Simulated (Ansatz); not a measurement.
AlAs (zinc blende)

```cif
data_AlAs
_chemical_formula_sum 'As1 Al1'
_space_group_name_H-M_alt 'P 1'
_space_group_IT_number 1
_cell_length_a 4.05039
_cell_length_b 4.05039
_cell_length_c 4.05039
_cell_angle_alpha 60.000
_cell_angle_beta 60.000
_cell_angle_gamma 60.000
loop_
_space_group_symop_operation_xyz
  'x, y, z'
loop_
_atom_site_label
_atom_site_type_symbol
_atom_site_fract_x
_atom_site_fract_y
_atom_site_fract_z
_atom_site_occupancy
As1 As 0.75000 0.75000 0.75000 1
Al1 Al 0.00000 0.00000 0.00000 1
```

The volume is varied about the relaxed value V₀ at fixed cell shape. Symmetry pins the atoms to their sites.

The numbers are results of PBE (plane waves to 420 eV, PAW, scalar-relativistic; Ansatz, a quantum-chemistry and plane-wave program), not measurements. k mesh 10×10×10 (Γ-centred), Fermi-Dirac smearing 0.05 eV. E stands for the smeared free energy. AlAs was relaxed with its symmetry unable to fall. The PAW data are Ansatz's earlier set. The zero of ΔE is the relaxed starting cell.

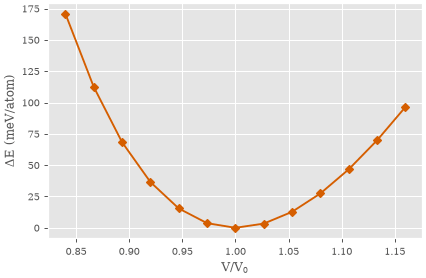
*ΔE (meV/atom) against V/V₀; markers are the computed points, lines only join them.*

What is ΔE at V/V₀ = 1.160?

About 96 meV/atom.

What is ΔE at V/V₀ = 0.840?

About 170 meV/atom.

What bulk modulus B₀ follows from a third-order Birch-Murnaghan fit?

About 67 GPa.

(A scan under strain: stresses follow from slopes of the energy per volume, elastic moduli from its curvatures.)
